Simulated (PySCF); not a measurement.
# C2H6O2Si: NMR shifts at several levels of theory, part 1 of 2

How much do the NMR shifts of C2H6O2Si (`O[Si@H]1CCO1`) depend on the level of theory, and what does each level cost?

Computed with PySCF 2.14.0, with density-fitted response routines of our own, on a single molecule in the gas phase. Atoms are numbered from 0 throughout.

## 1. The starting structure

11 atoms, charge 0, multiplicity 1; geometry from: GFN2-xTB. The atoms were then displaced at random by about 0.01 Å, so the start is not that level's minimum.

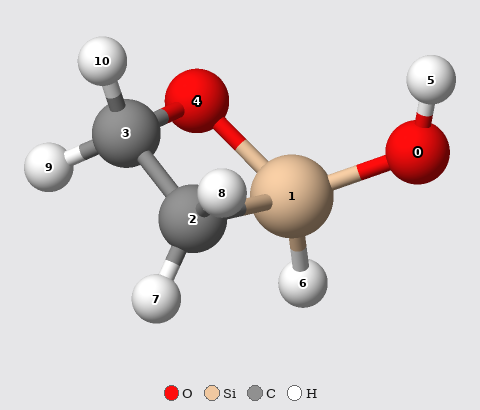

The starting geometry (oxygen red, silicon light orange, carbon grey, hydrogen white), atoms numbered.

## 2. Geometry optimisation at PBE0-D3(BJ)/def2-SVP

The job: settings as JSON, then the geometry in Å.

```
{"job": {"xc": "PBE0", "basis": "def2-SVP", "d3": "d3bj", "grid": 1, "shake": 0.01, "kind": "geom"}, "charge": 0, "multiplicity": 1}
O      2.245730     0.815340    -0.207550
Si     1.013240    -0.237900    -0.306390
C     -0.472950    -0.315160     0.902180
C     -1.251930    -0.018590    -0.342720
O     -0.240880     0.206980    -1.299970
H      2.051280     1.785480    -0.237170
H      1.702930    -1.472060    -0.644190
H     -0.667250    -1.257960     1.373880
H     -0.530590     0.476220     1.678880
H     -1.886650    -0.872140    -0.661010
H     -1.924820     0.863960    -0.271600
```

On the command line:

```bash
$ OMP_NUM_THREADS=1 python probes_run.py task.json out
```

The driver reads the jobs from task.json and runs them one after another.

Log:

```text
step   0  E = -519.18106310  max force = 0.040247
step   1  E = -519.18574425  max force = 0.004242
step   2  E = -519.18607930  max force = 0.002813
step   3  E = -519.18620541  max force = 0.001422
step   4  E = -519.18622223  max force = 0.000861
step   5  E = -519.18624266  max force = 0.000842
step   6  E = -519.18626077  max force = 0.001347
step   7  E = -519.18628682  max force = 0.001435
step   8  E = -519.18630350  max force = 0.000728
step   9  E = -519.18631344  max force = 0.000209
optimisation converged
```

It took 51 s on 1 thread of Arm Neoverse N1, shared host; peak memory 0.44 GiB.

The steps of the relaxation:

```csv
step,energy from step 0 (eV),largest force component (eV/Å)
0,0.0000,2.0696
1,-0.1274,0.2181
2,-0.1365,0.1447
3,-0.1399,0.0731
4,-0.1404,0.0443
5,-0.1409,0.0433
6,-0.1414,0.0693
7,-0.1421,0.0738
8,-0.1426,0.0374
9,-0.1429,0.0107
```

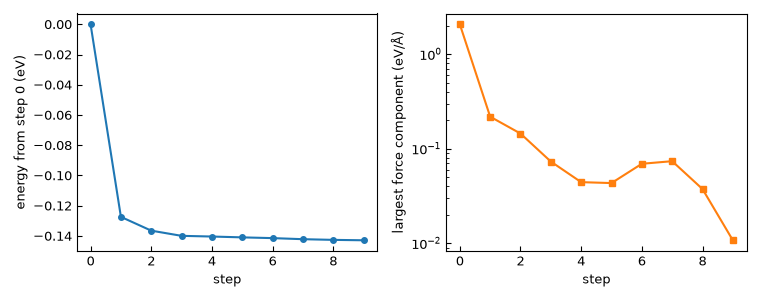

Energy and largest force along the relaxation.

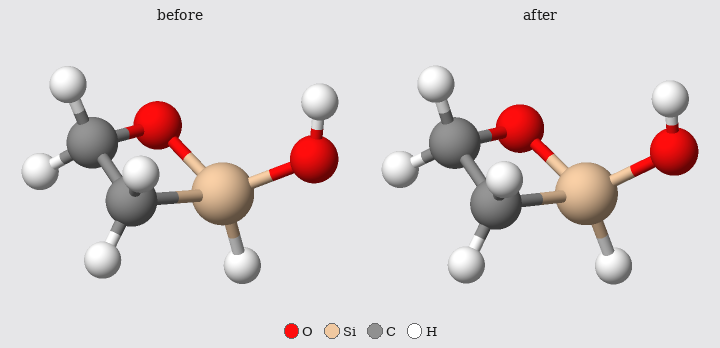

Before and after, at one scale.

Distances of close pairs at the start and the end, largest changes first:

```csv
bond,before (Å),after (Å),change (Å)
C2–C3,1.498,1.544,+0.046
Si1–C2,1.917,1.882,-0.035
C3–O4,1.410,1.440,+0.030
Si1–H6,1.454,1.483,+0.030
O0–Si1,1.624,1.653,+0.029
O0–H5,0.990,0.962,-0.028
C2–H7,1.072,1.099,+0.027
Si1–O4,1.661,1.687,+0.026
```

The end geometry stands in the next job.

```csv
at the end point,value
point group (found at 0.08 Å tolerance),C1
"rotational constants (GHz, main isotopes)","8.109, 3.370, 2.879"
dipole moment (D),2.23
```

## 3. Shielding tensors: PBE0/pcSseg-2

The job: settings as JSON, then the geometry in Å.

```
{"job": {"kind": "nmr", "xc": "PBE0", "basis": "pcSseg-2", "pop": false}, "charge": 0, "multiplicity": 1}
O      2.156859     0.965772    -0.132591
Si     1.026912    -0.227602    -0.310970
C     -0.428892    -0.363104     0.874706
C     -1.253010    -0.037938    -0.389612
O     -0.225426     0.123696    -1.385460
H      1.827288     1.864353    -0.034164
H      1.834703    -1.428698    -0.634243
H     -0.624549    -1.352886     1.311200
H     -0.491715     0.393411     1.670244
H     -1.938119    -0.851592    -0.680876
H     -1.845488     0.889260    -0.304331
```

Method: GIAO PBE0/pcSseg-2 NMR shielding, non-relativistic, gas phase.

Log:

```text
coarse grid: 9688 points
cycle   1  E = -519.4031413076  dE =  6.276e-01  |g| = 9.631e-01  |ddm| = 2.324e+00
cycle   2  E = -519.1348239043  dE =  2.683e-01  |g| = 1.536e+00  |ddm| = 1.684e+00
cycle   3  E = -519.5666581716  dE = -4.318e-01  |g| = 1.298e-01  |ddm| = 1.211e+00
cycle   4  E = -519.5694575523  dE = -2.799e-03  |g| = 6.034e-02  |ddm| = 1.133e-01
cycle   5  E = -519.5702030460  dE = -7.455e-04  |g| = 1.536e-02  |ddm| = 4.345e-02
cycle   6  E = -519.5702378298  dE = -3.478e-05  |g| = 5.613e-03  |ddm| = 1.077e-02
cycle   7  E = -519.5702440245  dE = -6.195e-06  |g| = 6.577e-04  |ddm| = 3.932e-03
final grid: 88992 points
cycle   8  E = -519.5688053112  dE = -6.479e-05  |g| = 9.256e-03  |ddm| = 2.970e-02
cycle   9  E = -519.5687832151  dE =  2.210e-05  |g| = 1.420e-02  |ddm| = 1.232e-02
cycle  10  E = -519.5688217961  dE = -3.858e-05  |g| = 1.089e-03  |ddm| = 8.103e-03
cycle  11  E = -519.5688220071  dE = -2.111e-07  |g| = 3.693e-04  |ddm| = 9.961e-04
cycle  12  E = -519.5688220347  dE = -2.754e-08  |g| = 1.060e-04  |ddm| = 2.714e-04
cycle  13  E = -519.5688220363  dE = -1.605e-09  |g| = 4.392e-05  |ddm| = 6.858e-05
cycle  14  E = -519.5688220366  dE = -3.374e-10  |g| = 2.570e-06  |ddm| = 2.462e-05
converged SCF energy = -519.5688220366

GIAO shielding tensors (ppm)
atom      isotropic    diamagn.    paramagn.     s11        s22        s33       span
  0 O      242.686     383.989    -141.303    186.036    267.860    274.163     88.126
  1 Si     339.466     875.661    -536.194    331.264    338.949    348.186     16.922
  2 C      159.932     252.321     -92.389    128.277    167.093    184.426     56.149
  3 C      117.517     241.001    -123.484     88.916     98.124    165.510     76.594
  4 O      205.148     392.913    -187.765    120.141    198.333    296.970    176.829
  5 H       28.990      31.922      -2.931     22.504     24.740     39.727     17.223
  6 H       25.834      28.379      -2.545     22.093     24.052     31.356      9.264
  7 H       29.309      30.664      -1.355     25.906     27.539     34.483      8.578
  8 H       29.444      31.559      -2.115     26.802     27.271     34.260      7.458
  9 H       26.885      28.839      -1.954     23.622     25.987     31.046      7.424
 10 H       27.125      29.505      -2.380     23.346     25.880     32.149      8.803
```

Run time: 44 s. Hardware: 1 thread of Arm Neoverse N1, shared host; peak memory 1 GiB.

The references, computed at this level on geometries of the same kind, shield at (ppm): 1H TMS 31.25, 13C TMS 184.1, 29Si TMS 341.3, 17O H2O 328.2. Their shielding less the atom's gives the shift. The references are single molecules in the gas phase, so shifts against H2O, NH3, PH3, H3PO4 or CFCl3 are not on the usual liquid scales and can be off by tens of ppm.

```csv
atoms,environment,σ (ppm),δ (ppm)
C3,sp3 CH2 bonded to O,117.5,66.6
C2,sp3 CH2 bonded to Si,159.9,24.2
H6,"hydrogen on a silicon bonded to C, 2 O, in a 4-membered ring",25.83,5.41
H9,hydrogen on an sp3 CH2 bonded to O,26.88,4.36
H10,hydrogen on an sp3 CH2 bonded to O,27.13,4.12
H5,hydrogen on an oxygen bonded to Si,28.99,2.25
H7,hydrogen on an sp3 CH2 bonded to Si,29.31,1.94
H8,hydrogen on an sp3 CH2 bonded to Si,29.44,1.80
O4,"oxygen bonded to C, Si, in a 4-membered ring",205.1,123.0
O0,"oxygen bonded to Si, H",242.7,85.5
Si1,"silicon bonded to C, 2 O, H, in a 4-membered ring",339.5,1.8
```

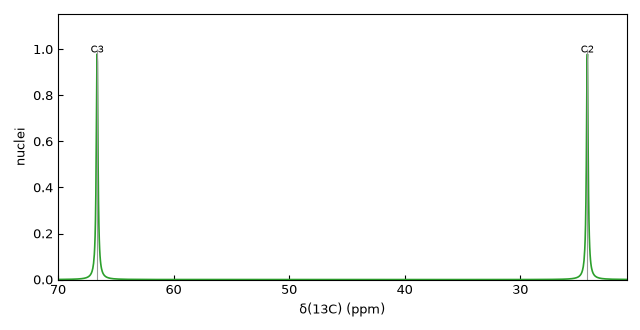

13C lines at the computed shifts, without couplings. Lines are broadened to a width of 0.17 ppm (Lorentzian).

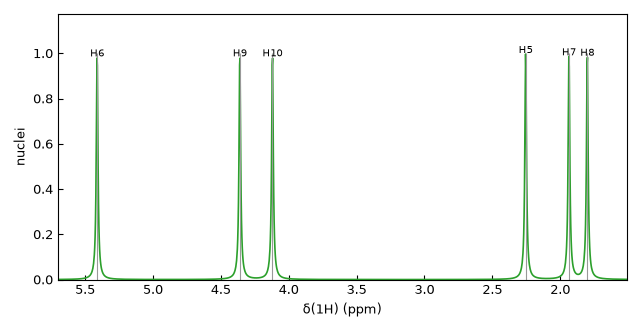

1H lines at the computed shifts, without couplings. Lines are broadened to a width of 0.01 ppm (Lorentzian).

Ring of atoms Si1, C2, C3, O4: NICS(0) -3.5, NICS(1) -0.6, NICS(1)zz 0.5 ppm (means of both faces). The ring holds saturated atoms, so no π current runs round it: these values come from its σ bonds, any local π bonds and neighbouring rings, and say nothing of aromaticity.

## 4. Nuclear shieldings: mPW1PW91/pcSseg-2

Same as in step 3 but for these lines:

```diff
@@ -1,2 +1,2 @@
-{"job": {"kind": "nmr", "xc": "PBE0", "basis": "pcSseg-2", "pop": false}, "charge": 0, "multiplicity": 1}
+{"job": {"kind": "nmr", "xc": "mPW1PW91", "basis": "pcSseg-2", "pop": false}, "charge": 0, "multiplicity": 1}
 O      2.156859     0.965772    -0.132591
```

With the program's defaults for keys left out, this is: GIAO mPW1PW91/pcSseg-2 NMR shielding, non-relativistic, gas phase.

Log:

```text
coarse grid: 9688 points
cycle   1  E = -519.7271283576  dE =  6.309e-01  |g| = 9.859e-01  |ddm| = 2.320e+00
cycle   2  E = -519.4465673108  dE =  2.806e-01  |g| = 1.570e+00  |ddm| = 1.732e+00
cycle   3  E = -519.8974950862  dE = -4.509e-01  |g| = 1.324e-01  |ddm| = 1.259e+00
cycle   4  E = -519.9004037287  dE = -2.909e-03  |g| = 6.250e-02  |ddm| = 1.164e-01
cycle   5  E = -519.9012001130  dE = -7.964e-04  |g| = 1.578e-02  |ddm| = 4.469e-02
cycle   6  E = -519.9012371889  dE = -3.708e-05  |g| = 5.645e-03  |ddm| = 1.108e-02
cycle   7  E = -519.9012434621  dE = -6.273e-06  |g| = 6.929e-04  |ddm| = 4.011e-03
final grid: 88992 points
cycle   8  E = -519.8997848320  dE = -6.244e-05  |g| = 6.313e-03  |ddm| = 2.894e-02
cycle   9  E = -519.8997758388  dE =  8.993e-06  |g| = 9.247e-03  |ddm| = 8.358e-03
cycle  10  E = -519.8997929707  dE = -1.713e-05  |g| = 8.901e-04  |ddm| = 5.429e-03
cycle  11  E = -519.8997930990  dE = -1.283e-07  |g| = 3.390e-04  |ddm| = 8.121e-04
cycle  12  E = -519.8997931222  dE = -2.321e-08  |g| = 7.921e-05  |ddm| = 2.485e-04
cycle  13  E = -519.8997931230  dE = -8.599e-10  |g| = 3.757e-05  |ddm| = 5.458e-05
cycle  14  E = -519.8997931233  dE = -2.414e-10  |g| = 2.294e-06  |ddm| = 2.071e-05
converged SCF energy = -519.8997931233

GIAO shielding tensors (ppm)
atom      isotropic    diamagn.    paramagn.     s11        s22        s33       span
  0 O      243.150     383.879    -140.729    187.227    268.058    274.165     86.938
  1 Si     339.152     875.798    -536.645    330.989    338.510    347.959     16.970
  2 C      159.284     252.457     -93.173    127.576    166.430    183.847     56.271
  3 C      116.791     241.270    -124.479     88.292     97.372    164.710     76.418
  4 O      205.319     392.910    -187.592    121.391    197.769    296.796    175.405
  5 H       29.047      31.921      -2.873     22.546     24.812     39.784     17.238
  6 H       25.923      28.418      -2.495     22.191     24.144     31.434      9.243
  7 H       29.373      30.689      -1.316     25.984     27.606     34.528      8.544
  8 H       29.504      31.589      -2.085     26.869     27.341     34.303      7.434
  9 H       26.957      28.839      -1.882     23.701     26.052     31.119      7.418
 10 H       27.191      29.504      -2.313     23.428     25.945     32.199      8.771
```

Run time: 45 s. Hardware: 1 thread of Arm Neoverse N1, shared host; peak memory 1 GiB.

Key values: δ C3 66.7, C2 24.2, O4 121.8, O0 84.0, H6 5.37, H9 4.34 ppm.

## 5. Nuclear shieldings: WP04/pcSseg-2

Same as in step 4 but for these lines:

```diff
@@ -1,2 +1,2 @@
-{"job": {"kind": "nmr", "xc": "mPW1PW91", "basis": "pcSseg-2", "pop": false}, "charge": 0, "multiplicity": 1}
+{"job": {"kind": "nmr", "xc": "WP04", "basis": "pcSseg-2", "pop": false}, "charge": 0, "multiplicity": 1}
 O      2.156859     0.965772    -0.132591
```

With the program's defaults for keys left out, this is: GIAO WP04/pcSseg-2 NMR shielding, non-relativistic, gas phase.

Log:

```text
coarse grid: 9688 points
cycle   1  E = -527.7615387701  dE =  6.753e-01  |g| = 1.439e+00  |ddm| = 2.291e+00
cycle   2  E = -526.8207246539  dE =  9.408e-01  |g| = 2.562e+00  |ddm| = 2.817e+00
cycle   3  E = -528.1027429857  dE = -1.282e+00  |g| = 2.914e-01  |ddm| = 2.373e+00
cycle   4  E = -528.1146506895  dE = -1.191e-02  |g| = 1.734e-01  |ddm| = 2.730e-01
cycle   5  E = -528.1207687130  dE = -6.118e-03  |g| = 3.733e-02  |ddm| = 1.097e-01
cycle   6  E = -528.1209684898  dE = -1.998e-04  |g| = 1.548e-02  |ddm| = 2.712e-02
cycle   7  E = -528.1210160244  dE = -4.753e-05  |g| = 2.121e-03  |ddm| = 1.035e-02
cycle   8  E = -528.1210168975  dE = -8.732e-07  |g| = 3.889e-04  |ddm| = 1.992e-03
final grid: 88992 points
cycle   9  E = -528.1214101124  dE = -1.131e-04  |g| = 7.349e-03  |ddm| = 4.104e-02
cycle  10  E = -528.1213961295  dE =  1.398e-05  |g| = 1.094e-02  |ddm| = 1.019e-02
cycle  11  E = -528.1214210597  dE = -2.493e-05  |g| = 1.629e-03  |ddm| = 6.616e-03
cycle  12  E = -528.1214214552  dE = -3.955e-07  |g| = 6.573e-04  |ddm| = 1.397e-03
cycle  13  E = -528.1214215392  dE = -8.402e-08  |g| = 1.293e-04  |ddm| = 4.467e-04
cycle  14  E = -528.1214215417  dE = -2.436e-09  |g| = 6.139e-05  |ddm| = 1.069e-04
cycle  15  E = -528.1214215423  dE = -6.306e-10  |g| = 1.241e-05  |ddm| = 3.220e-05
converged SCF energy = -528.1214215423

GIAO shielding tensors (ppm)
atom      isotropic    diamagn.    paramagn.     s11        s22        s33       span
  0 O      246.880     385.840    -138.960    199.007    263.053    278.580     79.573
  1 Si     344.214     877.855    -533.641    335.045    342.145    355.452     20.407
  2 C      146.574     251.653    -105.079    114.136    152.879    172.705     58.569
  3 C      102.835     241.172    -138.337     74.761     82.898    150.846     76.085
  4 O      200.902     395.280    -194.377    130.249    187.070    285.387    155.137
  5 H       29.438      32.130      -2.692     22.888     25.303     40.123     17.235
  6 H       26.899      29.101      -2.203     23.223     25.153     32.320      9.098
  7 H       29.781      31.045      -1.263     26.623     28.120     34.602      7.978
  8 H       29.901      32.037      -2.136     27.444     27.889     34.370      6.926
  9 H       27.486      29.262      -1.775     24.343     26.550     31.567      7.224
 10 H       27.668      30.005      -2.337     24.139     26.452     32.413      8.274
```

Run time: 45 s. Hardware: 1 thread of Arm Neoverse N1, shared host; peak memory 1 GiB.

This run: δ C3 69.3, C2 25.5, O4 113.2, O0 67.2, H6 4.71, H9 4.12 ppm.

## 6. Shielding tensors: B97-2/pcSseg-2

Same as in step 5 but for these lines:

```diff
@@ -1,2 +1,2 @@
-{"job": {"kind": "nmr", "xc": "WP04", "basis": "pcSseg-2", "pop": false}, "charge": 0, "multiplicity": 1}
+{"job": {"kind": "nmr", "xc": "B97-2", "basis": "pcSseg-2", "pop": false}, "charge": 0, "multiplicity": 1}
 O      2.156859     0.965772    -0.132591
```

Method: GIAO B97-2/pcSseg-2 NMR shielding, non-relativistic, gas phase.

Log:

```text
coarse grid: 9688 points
cycle   1  E = -519.6920202942  dE =  6.174e-01  |g| = 1.003e+00  |ddm| = 2.329e+00
cycle   2  E = -519.3655424729  dE =  3.265e-01  |g| = 1.642e+00  |ddm| = 1.842e+00
cycle   3  E = -519.8698091289  dE = -5.043e-01  |g| = 1.408e-01  |ddm| = 1.373e+00
cycle   4  E = -519.8731344681  dE = -3.325e-03  |g| = 6.940e-02  |ddm| = 1.292e-01
cycle   5  E = -519.8741230951  dE = -9.886e-04  |g| = 1.720e-02  |ddm| = 4.905e-02
cycle   6  E = -519.8741686880  dE = -4.559e-05  |g| = 6.114e-03  |ddm| = 1.241e-02
cycle   7  E = -519.8741761372  dE = -7.449e-06  |g| = 8.886e-04  |ddm| = 4.548e-03
final grid: 88992 points
cycle   8  E = -519.8753127581  dE = -8.672e-05  |g| = 4.985e-03  |ddm| = 3.524e-02
cycle   9  E = -519.8753090159  dE =  3.742e-06  |g| = 6.218e-03  |ddm| = 5.429e-03
cycle  10  E = -519.8753160086  dE = -6.993e-06  |g| = 1.211e-03  |ddm| = 3.954e-03
cycle  11  E = -519.8753162290  dE = -2.204e-07  |g| = 3.327e-04  |ddm| = 8.649e-04
cycle  12  E = -519.8753162512  dE = -2.228e-08  |g| = 9.400e-05  |ddm| = 2.792e-04
cycle  13  E = -519.8753162526  dE = -1.389e-09  |g| = 4.056e-05  |ddm| = 6.658e-05
cycle  14  E = -519.8753162529  dE = -2.968e-10  |g| = 2.494e-06  |ddm| = 2.090e-05
converged SCF energy = -519.8753162529

GIAO shielding tensors (ppm)
atom      isotropic    diamagn.    paramagn.     s11        s22        s33       span
  0 O      245.624     384.141    -138.517    191.799    269.343    275.729     83.930
  1 Si     349.489     876.045    -526.556    341.086    349.352    358.028     16.943
  2 C      159.487     252.570     -93.084    128.384    166.257    183.819     55.435
  3 C      116.915     241.560    -124.645     88.896     97.764    164.085     75.189
  4 O      206.722     393.462    -186.740    125.647    198.403    296.115    170.468
  5 H       29.167      32.087      -2.921     22.673     24.930     39.897     17.224
  6 H       26.057      28.608      -2.551     22.331     24.275     31.565      9.234
  7 H       29.440      30.752      -1.312     26.086     27.689     34.544      8.457
  8 H       29.574      31.711      -2.137     26.973     27.425     34.326      7.353
  9 H       27.018      28.866      -1.849     23.771     26.116     31.166      7.395
 10 H       27.246      29.584      -2.338     23.496     26.010     32.233      8.737
```

Run time: 45 s. Hardware: 1 thread of Arm Neoverse N1, shared host; peak memory 1 GiB.

This run: δ C3 66.5, C2 24.0, O4 119.5, O0 80.6, H6 5.30, H9 4.34 ppm.

## 7. Shielding tensors: BHandHLYP/pcSseg-2

Same as in step 6 but for these lines:

```diff
@@ -1,2 +1,2 @@
-{"job": {"kind": "nmr", "xc": "B97-2", "basis": "pcSseg-2", "pop": false}, "charge": 0, "multiplicity": 1}
+{"job": {"kind": "nmr", "xc": "BHandHLYP", "basis": "pcSseg-2", "pop": false}, "charge": 0, "multiplicity": 1}
 O      2.156859     0.965772    -0.132591
```

Method: GIAO BHandHLYP/pcSseg-2 NMR shielding, non-relativistic, gas phase.

Log:

```text
coarse grid: 9688 points
cycle   1  E = -519.6732909538  dE =  6.794e-01  |g| = 9.008e-01  |ddm| = 2.286e+00
cycle   2  E = -519.6109594204  dE =  6.233e-02  |g| = 1.097e+00  |ddm| = 1.148e+00
cycle   3  E = -519.8197674397  dE = -2.088e-01  |g| = 7.396e-02  |ddm| = 6.909e-01
cycle   4  E = -519.8206174417  dE = -8.500e-04  |g| = 3.833e-02  |ddm| = 6.245e-02
cycle   5  E = -519.8209201176  dE = -3.027e-04  |g| = 9.116e-03  |ddm| = 2.910e-02
cycle   6  E = -519.8209330334  dE = -1.292e-05  |g| = 2.836e-03  |ddm| = 5.394e-03
cycle   7  E = -519.8209346148  dE = -1.581e-06  |g| = 5.325e-04  |ddm| = 2.035e-03
final grid: 88992 points
cycle   8  E = -519.8217452437  dE = -2.810e-05  |g| = 2.450e-03  |ddm| = 1.900e-02
cycle   9  E = -519.8217456260  dE = -3.823e-07  |g| = 1.986e-03  |ddm| = 2.927e-03
cycle  10  E = -519.8217465440  dE = -9.180e-07  |g| = 2.649e-04  |ddm| = 1.427e-03
cycle  11  E = -519.8217465548  dE = -1.085e-08  |g| = 1.569e-04  |ddm| = 2.239e-04
cycle  12  E = -519.8217465590  dE = -4.192e-09  |g| = 3.222e-05  |ddm| = 1.099e-04
cycle  13  E = -519.8217465592  dE = -1.870e-10  |g| = 5.822e-06  |ddm| = 2.012e-05
converged SCF energy = -519.8217465592

GIAO shielding tensors (ppm)
atom      isotropic    diamagn.    paramagn.     s11        s22        s33       span
  0 O      251.006     384.312    -133.306    199.811    272.438    280.770     80.959
  1 Si     350.924     874.179    -523.254    340.633    347.659    364.481     23.848
  2 C      160.841     250.270     -89.429    129.798    167.843    184.882     55.084
  3 C      119.898     238.043    -118.145     92.491    100.894    166.310     73.819
  4 O      216.964     393.737    -176.773    139.294    205.583    306.015    166.721
  5 H       29.141      31.933      -2.792     22.334     24.732     40.357     18.024
  6 H       26.352      28.434      -2.082     22.589     24.525     31.941      9.353
  7 H       29.627      30.780      -1.153     26.129     27.819     34.933      8.805
  8 H       29.757      31.596      -1.839     26.996     27.590     34.684      7.688
  9 H       27.236      29.002      -1.765     23.833     26.285     31.591      7.757
 10 H       27.462      29.630      -2.168     23.645     26.182     32.559      8.914
```

Wall time 43 s (1 thread of Arm Neoverse N1, shared host); peak memory 1 GiB.

Key values: δ C3 64.4, C2 23.4, O4 109.7, O0 75.6, H6 5.10, H9 4.21 ppm.

## 8. Shielding tensors: CAM-B3LYP/pcSseg-2

Same as in step 7 but for these lines:

```diff
@@ -1,2 +1,2 @@
-{"job": {"kind": "nmr", "xc": "BHandHLYP", "basis": "pcSseg-2", "pop": false}, "charge": 0, "multiplicity": 1}
+{"job": {"kind": "nmr", "xc": "CAM-B3LYP", "basis": "pcSseg-2", "pop": false}, "charge": 0, "multiplicity": 1}
 O      2.156859     0.965772    -0.132591
```

Method: GIAO CAM-B3LYP/pcSseg-2 NMR shielding, non-relativistic, gas phase.

Log:

```text
coarse grid: 9688 points
cycle   1  E = -519.6897564228  dE =  6.965e-01  |g| = 9.979e-01  |ddm| = 2.286e+00
cycle   2  E = -519.5495765694  dE =  1.402e-01  |g| = 1.361e+00  |ddm| = 1.358e+00
cycle   3  E = -519.8645896201  dE = -3.150e-01  |g| = 8.665e-02  |ddm| = 8.468e-01
cycle   4  E = -519.8657535461  dE = -1.164e-03  |g| = 4.429e-02  |ddm| = 7.290e-02
cycle   5  E = -519.8661384128  dE = -3.849e-04  |g| = 1.208e-02  |ddm| = 3.248e-02
cycle   6  E = -519.8661599587  dE = -2.155e-05  |g| = 4.010e-03  |ddm| = 7.258e-03
cycle   7  E = -519.8661630674  dE = -3.109e-06  |g| = 6.127e-04  |ddm| = 2.837e-03
final grid: 88992 points
cycle   8  E = -519.8673023799  dE = -4.839e-05  |g| = 3.346e-03  |ddm| = 2.101e-02
cycle   9  E = -519.8673027108  dE = -3.310e-07  |g| = 3.004e-03  |ddm| = 3.859e-03
cycle  10  E = -519.8673046843  dE = -1.973e-06  |g| = 4.615e-04  |ddm| = 1.982e-03
cycle  11  E = -519.8673047076  dE = -2.323e-08  |g| = 2.919e-04  |ddm| = 3.788e-04
cycle  12  E = -519.8673047220  dE = -1.444e-08  |g| = 4.249e-05  |ddm| = 1.856e-04
cycle  13  E = -519.8673047223  dE = -2.997e-10  |g| = 7.692e-06  |ddm| = 2.974e-05
converged SCF energy = -519.8673047223

GIAO shielding tensors (ppm)
atom      isotropic    diamagn.    paramagn.     s11        s22        s33       span
  0 O      244.315     383.617    -139.302    189.475    267.661    275.810     86.335
  1 Si     329.598     874.594    -544.996    319.963    329.126    339.705     19.742
  2 C      157.833     249.737     -91.903    125.597    165.270    182.633     57.037
  3 C      115.747     237.405    -121.658     86.627     95.709    164.903     78.276
  4 O      209.302     393.609    -184.306    127.988    200.215    299.704    171.716
  5 H       29.031      31.943      -2.912     22.534     24.742     39.816     17.282
  6 H       26.042      28.268      -2.226     22.305     24.279     31.542      9.237
  7 H       29.437      30.795      -1.357     26.045     27.726     34.541      8.495
  8 H       29.575      31.516      -1.941     26.937     27.466     34.321      7.384
  9 H       26.978      29.077      -2.100     23.679     26.112     31.141      7.463
 10 H       27.207      29.613      -2.406     23.434     26.005     32.182      8.748
```

Run time: 60 s. Hardware: 1 thread of Arm Neoverse N1, shared host; peak memory 1.2 GiB.

In short: δ C3 66.8, C2 24.7, O4 120.5, O0 85.4, H6 5.30, H9 4.36 ppm.

(Continued in part 2 of 2.)
